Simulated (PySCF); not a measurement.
Bond stretch in SMILES BO (H3BO). The B1–O4 bond (B1 also carries H, H; O4 carries H) is varied alone, starting from the PBE0/def2-TZVP optimised geometry.

```
5

B      0.0000     0.0000     0.0000
H      0.0000    -1.0341    -0.6122
H      0.0000     1.0674    -0.5394
O      0.0000     0.0000     1.3477
H     -0.0001    -0.8809     1.7309
```

- UHF/cc-pVDZ (PySCF)
- UCCSD = CCSD on UHF/cc-pVDZ, 2 core orbitals frozen (PySCF)
- UCCSD(T) = CCSD(T) on UHF/cc-pVDZ, 2 core orbitals frozen (PySCF)

Energies are in mEh, each relative to the lowest point of its own curve near equilibrium.

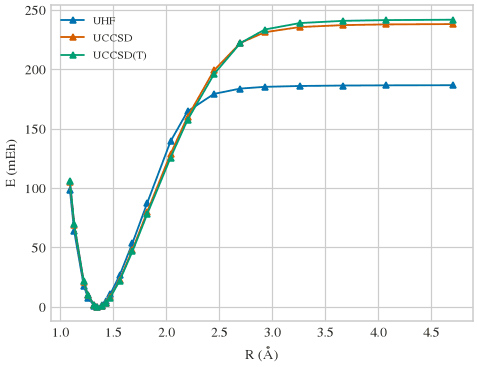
Energy against bond length for each method.

```tsv
R / Å	UHF	UCCSD	UCCSD(T)
1.09	97.9	104.6	105.4
1.13	63.5	69.1	69.8
1.22	17.7	20.8	21.2
1.26	7.6	9.7	10.0
1.32	0.6	1.3	1.4
1.35	0.0	0.0	0.0
1.39	1.5	0.7	0.5
1.43	5.1	3.5	3.2
1.47	10.4	8.1	7.6
1.56	26.7	22.9	22.0
1.68	53.5	48.0	46.6
1.82	87.5	80.1	78.1
2.04	139.3	128.7	125.5
2.20	164.4	159.8	157.1
2.45	179.1	199.0	195.8
2.70	183.6	222.1	222.0
2.93	185.1	231.0	233.3
3.26	185.8	235.4	238.8
3.67	186.2	237.0	240.6
4.07	186.3	237.6	241.3
4.71	186.4	237.9	241.6
```

At the longest distance, 4.71 Å, UCCSD(T) lies highest above its minimum (241.6 mEh) and UHF lowest (186.4 mEh).

The unrestricted determinant behind UHF, UCCSD, UCCSD(T) is spin-contaminated at 2.20 to 4.71 Å (<S²> up to 1.0, against 0.00 for a pure singlet).
